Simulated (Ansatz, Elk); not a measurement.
**Bonding as seen by X-rays: Na2Mo**

Structure refinements treat a crystal as free atoms side by side. For a made-up structure of Na2Mo (cell and positions from a PBE relaxation) the runs below show what the calculated density changes in F(hkl).

Program: Elk 11.2.3 (patched build). Level of theory: DFT, PBE, all-electron APW+lo, Dirac cores, scalar-relativistic bands, static density, no spin. Results are calculated unless marked as measured.

The structure was built from a prototype and need not be the compound's stable phase.

## (1) Set-up

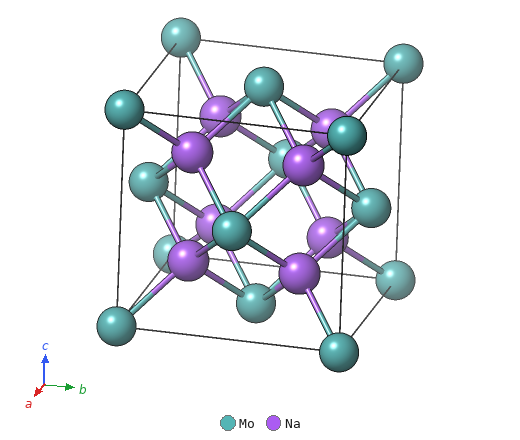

The starting structure, seen slightly off an axis (molybdenum teal, sodium purple). This picture shows the conventional cell, with its axes. Some periodic images of atoms are drawn too.

## (2) Ground state and structure factors

An all-electron density is needed, since X-rays see the cores too. Task 0 finds the density and task 195 Fourier-transforms it; tshift is off so that phases refer to the origin typed.

Contents of elk.in:

```
tasks
  0
  195

xctype
  20

spinpol
  .false.

rgkmax
  7.0

gmaxvr
  14.0

lmaxo
  7

lmaxapw
  8

swidth
  0.002

tshift
  .false.

ramdisk
  .false.

hmaxvr
  5.5

maxscl
  120

epspot
  1e-06

sppath
  './'

avec
  0.00000000000 6.71675274124 6.71675274124
  6.71675274124 -0.00000000000 6.71675274124
  6.71675274124 6.71675274124 -0.00000000000

atoms
  2
  'Mo.in'
  1
  -0.0000000000 0.0000000000 0.0000000000   0.000000 0.000000 0.000000
  'Na.in'
  2
  0.7500000000 0.7500000000 0.7500000000   0.000000 0.000000 0.000000
  0.2500000000 0.2500000000 0.2500000000   0.000000 0.000000 0.000000

ngridk
  6 6 6
```

Started as:

```sh
$ OMP_NUM_THREADS=4 elk
```

Numbers of over 12 decimals in the logs are rounded to 6 here.

Output:

```text
┌─────────────────────────┐
│ Elk code version 11.2.3 │
└─────────────────────────┘

All units are atomic (Hartree, Bohr, etc.)

┌─────────────────────────────────────────────────┐
│ Ground-state run starting from atomic densities │
└─────────────────────────────────────────────────┘

Lattice vectors :
   0.000000000       6.716752741       6.716752741
   6.716752741      -0.000000000       6.716752741
   6.716752741       6.716752741      -0.000000000

Reciprocal lattice vectors :
 -0.4677249222      0.4677249222      0.4677249222
  0.4677249222     -0.4677249222      0.4677249222
  0.4677249222      0.4677249222     -0.4677249222

Unit cell volume      :    606.0494750
Brillouin zone volume :   0.4092903693

Muffin-tin inner radius fraction :   0.1000000000E-01

Nuclei treated as point charges

Species : 1 (Mo)
 parameters loaded from : Mo.in
 name : molybdenum
 nuclear charge    :   -42.00000000
 electronic charge :    42.00000000
 atomic mass :    174887.9214
 muffin-tin radius :    2.600000000
 number of radial points in muffin-tin :   1193
 inner part over the whole radius :   0.9897744308E-02
 number on inner part of muffin-tin    :    848
 approximate nuclear radius :   0.8334154960E-04
 number of mesh points to nuclear radius :    419
 atomic positions (lattice), magnetic fields (Cartesian) :
  1 :   0.00000000  0.00000000  0.00000000    0.00000000  0.00000000  0.00000000

Species : 2 (Na)
 parameters loaded from : Na.in
 name : sodium
 nuclear charge    :   -11.00000000
 electronic charge :    11.00000000
 atomic mass :    41907.78703
 muffin-tin radius :    2.200000000
 number of radial points in muffin-tin :    793
 inner part over the whole radius :   0.9883648912E-02
 number on inner part of muffin-tin    :    551
 approximate nuclear radius :   0.5574345702E-04
 number of mesh points to nuclear radius :    238
 atomic positions (lattice), magnetic fields (Cartesian) :
  1 :  -0.25000000 -0.25000000 -0.25000000    0.00000000  0.00000000  0.00000000
  2 :   0.25000000  0.25000000  0.25000000    0.00000000  0.00000000  0.00000000

Total number of atoms per unit cell :    3
Total muffin-tin volume :    162.8266528
 ratio of muffin-tin to unit cell volume :   0.2686689116

Spin treatment :
 spin-unpolarised

Number of Bravais lattice symmetries :   48
Number of crystal symmetries         :   48
Crystal has inversion symmetry
Real symmetric eigensolver will be used

k-point grid :      6     6     6
k-point offset :    0.000000000       0.000000000       0.000000000
k-point set is reduced with full crystal symmetry group
Total number of k-points :       16

Muffin-tin radius times maximum |G+k| :    7.000000000
 using average radius
Maximum |G+k| for APW functions       :    3.000000000
Maximum (1/2)|G+k|²                   :    4.500000000
Maximum |G| for potential and density :    14.00000000
Constant for pseudocharge density :    9
 order of it for each species :   16  16
 order of it for pair densities of each species (exact exchange by exxq0 0: 17) :   12   8
Radial integration step length :    1

G-vector grid sizes :     45    45    45
Number of G-vectors :    27941

Maximum angular momentum used for
 APW functions            :    8
 outer part of muffin-tin :    7
 inner part of muffin-tin :    2

Total nuclear charge    :   -64.00000000
Total core charge       :    32.00000000
Total valence charge    :    32.00000000
Total excess charge     :    0.000000000
Total electronic charge :    64.00000000

Effective Wigner radius, rₛ :    1.312441130

Number of empty states         :     12
Total number of valence states :     29
Total number of core states    :     32

Third-order local-orbitals added for an l without core states : T
Total number of local-orbitals :     40

Exchange-correlation functional :     20     0     0
 Perdew-Burke-Ernzerhof, Phys. Rev. Lett. 77, 3865 (1996)
 gradient requirement :    1
 generalised gradient approximation (GGA)

Smearing type :    3
 Fermi-Dirac
Smearing width :   0.2000000000E-02
[...]
xc potential                :     -189.77641082368
 exchange                    :     -149.28981550468
 correlation                 :     -2.930378
 electron entropic           :    -0.28566755590518E-02
 total energy                :     -4374.6460578382

Density of states at Fermi energy :    212.8988826
 (states/Hartree/unit cell)

Estimated indirect band gap :   0.2125924821E-02
 from k-point 9 to k-point 6
Estimated direct band gap   :   0.6924740206E-02
 at k-point 12

Charges :
 core                        :    32.00000000
 valence                     :    32.00000000
 interstitial                :    4.079402400
 muffin-tins (core leakage)
  species : 1 (Mo)
   atom 1                    :    39.65978614     ( -0.1646493786E-07)
  species : 2 (Na)
   atom 1                    :    10.13040573     ( -0.9715865845E-07)
   atom 2                    :    10.13040573     ( -0.9715865845E-07)
 total in muffin-tins        :    59.92059760
 total calculated charge     :    63.99998349
 total charge                :    64.00000000
 error                       :   0.1650954271E-04

RMS change in Kohn-Sham potential (target) :   0.6898833722     (  0.1000000000E-05)
Absolute change in total energy (target)   :   0.3760161712     (  0.1000000000E-03)

[... loops 3 to 14 left out ...]

┌──────────────────┐
│ Loop number : 15 │
└──────────────────┘

Energies :
 Fermi                       :     0.50265842455154E-01
 sum of occupied eigenvalues :     -2587.8335920542
 electron kinetic            :      4523.1981005736
 core electron kinetic       :      4327.7955467322
 Coulomb                     :     -8744.8860579130
 Coulomb potential           :     -6912.6409743104
 nuclear-nuclear             :     -407.29973149065
 electron-nuclear            :     -9769.5988698098
 Hartree                     :      1432.0125433874
 Madelung                    :     -5288.5655707578
 xc potential                :     -198.39071831746
 exchange                    :     -149.58588621272
 correlation                 :     -2.933625
 electron entropic           :    -0.37192569439943E-02
 total energy                :     -4374.2111874731

Density of states at Fermi energy :    285.6885638
 (states/Hartree/unit cell)

Estimated indirect band gap :   0.1786163475E-02
 from k-point 9 to k-point 12
Estimated direct band gap   :   0.5145567520E-02
 at k-point 15

Charges :
 core                        :    32.00000000
 valence                     :    32.00000000
 interstitial                :    3.647076977
 muffin-tins (core leakage)
  species : 1 (Mo)
[...]
species : 2 (Na)
[...]
total in muffin-tins        :    60.35292302
 total calculated charge     :    63.99998243
 total charge                :    64.00000000
 error                       :   0.1756947920E-04

RMS change in Kohn-Sham potential (target) :   0.2238907813E-06 (  0.1000000000E-05)
Absolute change in total energy (target)   :   0.1677236469E-04 (  0.1000000000E-03)

Convergence targets achieved

┌──────────────────┐
│ Loop number : 16 │
└──────────────────┘

Energies :
 Fermi                       :     0.50265881100299E-01
 sum of occupied eigenvalues :     -2587.8335904066
 electron kinetic            :      4523.1981028619
 core electron kinetic       :      4327.7955473727
 Coulomb                     :     -8744.8860617878
 Coulomb potential           :     -6912.6409713383
 nuclear-nuclear             :     -407.29973149065
 electron-nuclear            :     -9769.5988804464
 Hartree                     :      1432.0125501492
 Madelung                    :     -5288.5655761187
 xc potential                :     -198.39072193031
 exchange                    :     -149.58588646218
 correlation                 :     -2.933625
 electron entropic           :    -0.37192576107094E-02
 total energy                :     -4374.2111893088

Density of states at Fermi energy :    285.6886179
 (states/Hartree/unit cell)

Estimated indirect band gap :   0.1786176621E-02
 from k-point 9 to k-point 12
Estimated direct band gap   :   0.5145567475E-02
 at k-point 15

Charges :
 core                        :    32.00000000
 valence                     :    32.00000000
 interstitial                :    3.647076529
 muffin-tins (core leakage)
  species : 1 (Mo)
   atom 1                    :    40.15724070     ( -0.2527595555E-07)
  species : 2 (Na)
   atom 1                    :    10.09784139     ( -0.9715865579E-07)
   atom 2                    :    10.09784139     ( -0.9715865579E-07)
 total in muffin-tins        :    60.35292347
 total calculated charge     :    63.99998243
 total charge                :    64.00000000
 error                       :   0.1756949723E-04

┌──────────────────────────────┐
│ Self-consistent loop stopped │
└──────────────────────────────┘

Wrote STATE.OUT
```

The job ended after 13 s (4 threads of Arm Neoverse V2, shared host; peak memory 0.16 GiB).

SFACRHO.OUT:

```text

h k l indices transformed by vhmat matrix:
   1.000000000       0.000000000       0.000000000    
   0.000000000       1.000000000       0.000000000    
   0.000000000       0.000000000       1.000000000    

      h      k      l  multipl.   |H|            Re(F)            Im(F)           |F|

      0      0      0      1   0.0000000       64.000000      0.12136905E-16   64.000000    
      1      1      1      8  0.81012333       37.406683      -0.0000000       37.406683    
      0     -1     -1      6  0.93544984       18.016103     -0.43714686E-17   18.016103    
      1      2      1     12   1.3229259       49.699955     -0.21218230E-16   49.699955    
      0     -1     -2     24   1.5512681       31.360663      -0.0000000       31.360663    
     -2      0      0      8   1.6202467       15.614885     -0.65194672E-16   15.614885    
      2      2      0      6   1.8708997       43.361093      0.17472037E-16   43.361093    
     -3     -1     -1     24   2.0387657       28.141337      -0.0000000       28.141337    
     -1      1      2     24   2.0917294       14.487333      0.30809532E-16   14.487333    
      2      3      3     24   2.2913748       39.048768      0.21175435E-17   39.048768    
      3      1      3     24   2.4303700       25.794065      -0.0000000       25.794065    
      0      0      3      8   2.4303700       25.900486      -0.0000000       25.900486    
      0     -2      2     12   2.6458517       35.721030     -0.10207699E-16   35.721030    
     -4     -1     -2     48   2.7670980       24.159749      -0.0000000       24.159749    
     -1      3      0     24   2.8063495       13.656407     -0.47676812E-16   13.656407    
      3      3      0      6   2.8063495       13.546908      0.29147338E-17   13.546908    
     -4     -1     -3     24   2.9581521       33.057815      0.25859672E-18   33.057815    
      4      1      0     24   3.0670774       22.864369      -0.0000000       22.864369
```

Elk indexes on the primitive cell of elk.in and gives |H| = 4π sin θ/λ in inverse bohr. Below, one row stands for each form hkl of the conventional cell (m members, Friedel mates merged), F is for one primitive cell and the density is static (no thermal factor). Free-atom factors are Waasmaier and Kirfel's, and R is Σm||F|−|F'||/Σm|F|.

| hkl | m | sin θ/λ (Å⁻¹) | abs F, DFT | neutral atoms | diff. |
| --- | --- | --- | --- | --- | --- |
| 111 | 8 | 0.122 | 37.407 | 37.467 | -0.060 |
| 200 | 6 | 0.141 | 18.016 | 18.102 | -0.086 |
| 220 | 12 | 0.199 | 49.700 | 49.944 | -0.244 |
| 311 | 24 | 0.233 | 31.361 | 31.501 | -0.140 |
| 222 | 8 | 0.244 | 15.615 | 15.563 | +0.052 |
| 400 | 6 | 0.281 | 43.361 | 43.556 | -0.195 |
| 331 | 24 | 0.307 | 28.141 | 28.130 | +0.011 |
| 420 | 24 | 0.315 | 14.487 | 14.460 | +0.028 |
| 422 | 24 | 0.345 | 39.049 | 39.043 | +0.006 |
| 511 | 24 | 0.365 | 25.794 | 25.795 | -0.001 |
| 333 | 8 | 0.365 | 25.901 | 25.795 | +0.106 |
| 440 | 12 | 0.398 | 35.721 | 35.660 | +0.061 |
| 531 | 48 | 0.416 | 24.160 | 24.083 | +0.077 |
| 442 | 24 | 0.422 | 13.656 | 13.530 | +0.126 |

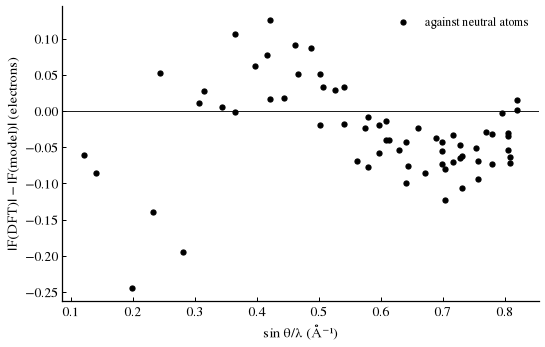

Difference between the calculated structure factors and the independent-atom ones.

## (3) The highest occupied states alone

An energy window below the Fermi level keeps the highest occupied states, to see at which angles they scatter; shallow core shells can lie inside it and anion s states outside. No new self-consistency is needed.

Edit elk.in of step 2 so:

```diff
@@ -1,3 +1,2 @@
 tasks
-  0
   195
@@ -40,2 +39,5 @@
 
+wsfac
+  -0.390730 0.350270
+
 sppath
```

Started as:

```sh
$ OMP_NUM_THREADS=4 elk
```

Output:

```text
┌─────────────────────────────────┐
│ Elk code version 11.2.3 started │
└─────────────────────────────────┘

Info(readinput): the functional depends on the density's gradient
 muffin-tin radial points multiplied by    2.00000
 (not where nrmtscf is given)

┌────────────────────┐
│ Current task : 195 │
└────────────────────┘

Info(sfacrho): density structure factors written to SFACRHO.OUT

 Energy window :  -0.3907300000      0.3502700000

┌──────────────────┐
│ Elk code stopped │
└──────────────────┘
```

Run time: 5.9 s. Hardware: 4 threads; peak memory 0.17 GiB; 6.8 s of CPU time.

States within 12 eV below the Fermi level hold 8.00 electrons; any levels below the window count with the cores. Their amplitudes can exceed the total, where window and core parts have opposite phase:

```csv
hkl,sin θ/λ (Å⁻¹),"abs F, window","abs F, all"
111,0.122,3.174,37.407
200,0.141,2.519,18.016
220,0.199,1.267,49.700
311,0.233,0.850,31.361
222,0.244,0.848,15.615
400,0.281,0.406,43.361
331,0.307,0.330,28.141
420,0.315,0.202,14.487
422,0.345,0.211,39.049
511,0.365,0.026,25.794
```

## (4) Another functional

The difference from free atoms is small, so it is set against the change that LDA (Perdew-Wang) makes.

Edit elk.in of step 3 so:

```diff
@@ -1,2 +1,3 @@
 tasks
+  0
   195
@@ -4,3 +5,3 @@
 xctype
-  20
+  3
 
@@ -39,5 +40,2 @@
 
-wsfac
-  -0.390730 0.350270
-
 sppath
```

Started as:

```sh
$ OMP_NUM_THREADS=4 elk
```

Output:

```text
┌─────────────────────────┐
│ Elk code version 11.2.3 │
└─────────────────────────┘

All units are atomic (Hartree, Bohr, etc.)

┌─────────────────────────────────────────────────┐
│ Ground-state run starting from atomic densities │
└─────────────────────────────────────────────────┘

Lattice vectors :
   0.000000000       6.716752741       6.716752741
   6.716752741      -0.000000000       6.716752741
   6.716752741       6.716752741      -0.000000000

Reciprocal lattice vectors :
 -0.4677249222      0.4677249222      0.4677249222
[...]
valence                     :    32.00000000
 interstitial                :    3.645907118
 muffin-tins (core leakage)
  species : 1 (Mo)
[...]
species : 2 (Na)
   atom 1                    :    10.10016032     ( -0.1555072449E-05)
   atom 2                    :    10.10016032     ( -0.1555072449E-05)
 total in muffin-tins        :    60.35409288
 total calculated charge     :    63.99999013
 total charge                :    64.00000000
 error                       :   0.9871401829E-05

┌──────────────────────────────┐
│ Self-consistent loop stopped │
└──────────────────────────────┘

Wrote STATE.OUT
[key lines of the parts left out:]
total energy                :     -4368.5865632425
```

Run time: 7.4 s. Hardware: 4 threads; peak memory 0.17 GiB.

Against the first run R = 0.05 %; the largest change is +0.044 at 600.

## (5) Basis size

A smaller basis shows how fast F responds to it; the change is likely larger than the basis error of the first run, but doesn't show convergence.

Edit elk.in of step 4 so:

```diff
@@ -5,3 +5,3 @@
 xctype
-  3
+  20
 
@@ -11,3 +11,3 @@
 rgkmax
-  7.0
+  5.5
```

Started as:

```sh
$ OMP_NUM_THREADS=4 elk
```

Output:

```text
┌─────────────────────────┐
│ Elk code version 11.2.3 │
└─────────────────────────┘

All units are atomic (Hartree, Bohr, etc.)

┌─────────────────────────────────────────────────┐
│ Ground-state run starting from atomic densities │
└─────────────────────────────────────────────────┘

Lattice vectors :
   0.000000000       6.716752741       6.716752741
   6.716752741      -0.000000000       6.716752741
   6.716752741       6.716752741      -0.000000000

Reciprocal lattice vectors :
 -0.4677249222      0.4677249222      0.4677249222
[...]
valence                     :    32.00000000
 interstitial                :    3.723737494
 muffin-tins (core leakage)
  species : 1 (Mo)
[...]
species : 2 (Na)
   atom 1                    :    10.08970720     ( -0.9715865401E-07)
   atom 2                    :    10.08970720     ( -0.9715865401E-07)
 total in muffin-tins        :    60.27626251
 total calculated charge     :    63.99995012
 total charge                :    64.00000000
 error                       :   0.4987886886E-04

┌──────────────────────────────┐
│ Self-consistent loop stopped │
└──────────────────────────────┘

Wrote STATE.OUT
[key lines of the parts left out:]
total energy                :     -4374.1576542943
```

Elapsed: 11 s, on 4 threads; peak memory 0.17 GiB; 21 s of CPU time.

Against the first run R = 0.02 %; the largest change is +0.028 at 440.

## (6) Basis size

The basis and the expansions that go with it are enlarged, to see whether the differences are converged.

Edit elk.in of step 5 so:

```diff
@@ -11,12 +11,12 @@
 rgkmax
-  5.5
+  8.5
 
 gmaxvr
-  14.0
+  18.0
 
 lmaxo
-  7
+  9
 
 lmaxapw
-  8
+  10
```

Started as:

```sh
$ OMP_NUM_THREADS=4 elk
```

Output:

```text
┌─────────────────────────┐
│ Elk code version 11.2.3 │
└─────────────────────────┘

All units are atomic (Hartree, Bohr, etc.)

┌─────────────────────────────────────────────────┐
│ Ground-state run starting from atomic densities │
└─────────────────────────────────────────────────┘

Lattice vectors :
   0.000000000       6.716752741       6.716752741
   6.716752741      -0.000000000       6.716752741
   6.716752741       6.716752741      -0.000000000

Reciprocal lattice vectors :
 -0.4677249222      0.4677249222      0.4677249222
[...]
valence                     :    32.00000000
 interstitial                :    3.636821345
 muffin-tins (core leakage)
  species : 1 (Mo)
[...]
species : 2 (Na)
   atom 1                    :    10.09917249     ( -0.9715865623E-07)
   atom 2                    :    10.09917249     ( -0.9715865623E-07)
 total in muffin-tins        :    60.36317865
 total calculated charge     :    64.00000038
 total charge                :    64.00000000
 error                       :   0.3757365477E-06

┌──────────────────────────────┐
│ Self-consistent loop stopped │
└──────────────────────────────┘

Wrote STATE.OUT
[key lines of the parts left out:]
total energy                :     -4374.2171600560
```

The job ended after 28 s (4 threads; peak memory 0.28 GiB; 58 s of CPU time).

Against the first run R = 0.01 %; the largest change is -0.005 at 620.

## (7) Settings against the effect

| run | R against the first run (%) | R against neutral atoms, low angle (%) | wall time |
| --- | --- | --- | --- |
| PBE, rgkmax 7 | 0.00 | 0.41 | 13 s |
| LDA (Perdew-Wang) | 0.05 | 0.45 | 7.4 s |
| rgkmax 5.5 | 0.02 | 0.46 | 11 s |
| rgkmax 8.5 with larger expansions | 0.01 | 0.41 | 28 s |

## (8) What came out

```yaml
r_against_neutral_atoms_sin_theta_lambda_0p3_a_minus1: 0.41 %
r_against_neutral_atoms_0p3_to_0p82_a_minus1: 0.26 %
```

What this shows: Independent neutral atoms miss the calculated amplitudes by R = 0.41 % below 0.3 Å⁻¹ and 0.26 % from there to 0.82 Å⁻¹; by shells, 0.24 % below 0.15 Å⁻¹ (2 forms), 0.45 % 0.15 to 0.3 (4 forms), 0.18 % 0.3 to 0.45 (10 forms), 0.27 % above 0.45 (50 forms). Bonding, aspherical density and the tables' own atoms all enter these figures, and the runs don't part them. The largest change of an amplitude is -0.24 electrons, at 220. The window's part falls from 8.0 electrons at the origin to at most 0.13 between 0.45 and 0.82 Å⁻¹. Below 0.3 Å⁻¹ the changes that finished (LDA (Perdew-Wang), rgkmax 5.5 and rgkmax 8.5 with larger expansions) move F by R = 0.05 % at most, against the 0.41 % that separates it from free atoms. The k-mesh has no finished test. These runs have no spin, though d or f shells may be open. Part of the difference isn't bonding: the tables are fits to free atoms and ions calculated by other methods than this functional. Thermal motion, anomalous dispersion and extinction are left out.

[Logs are printed without paths, hosts, clocks, repeated set-up lines and the standing remarks that a program may print on its own settings, such as how far it seeks lower states.]

[Hosts, paths, dates, database ids (printed as entryN), source tags and the programs' standing remarks are cut or masked in the printed files.]
